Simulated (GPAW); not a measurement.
Spin states calculation of C₂H₄Sn (part 3 of 3)

C₂H₄Sn (Sn(CCH)H3), SMILES [H][Sn]([H])([H])[C]#C; revPBE/dzp, scalar-relativistic datasets (GPAW 26.7.0). The run did not end well. The geometry comes from this level: GFN2-xTB.

Geometry of the input (Å):
```
Sn -0.0073  -0.0061  -1.1505
C  -0.0015  0.0050  0.9092
C  0.0090  0.0141  2.1102
H  0.0200  0.0199  3.1628
H  1.5577  -0.0088  -1.6764
H  -0.7937  1.3435  -1.6853
H  -0.7841  -1.3676  -1.6700
```

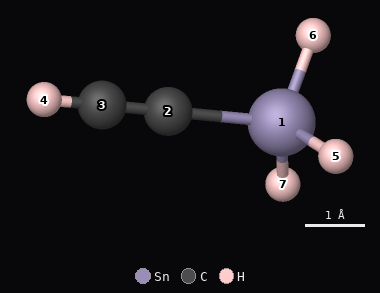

The structure (ball-and-stick view, seen at a tilt; atoms are numbered from 1 in the order of the input). Sticks mark near contacts.

What the run reported

```json
{"quantity": "outcome", "value": "not converged"}
{"quantity": "hardware", "value": "1 thread of Arm Neoverse V1, 112 GiB of memory available, shared host"}
{"quantity": "wall time", "value": "6.1 min"}
{"quantity": "peak memory", "value": "1.6 GiB"}
```

What went wrong

Settings chosen away from the usual ones: nbands set to -1; conv set to {"density": 1e-06}. The run did not converge. Its last values are not results.
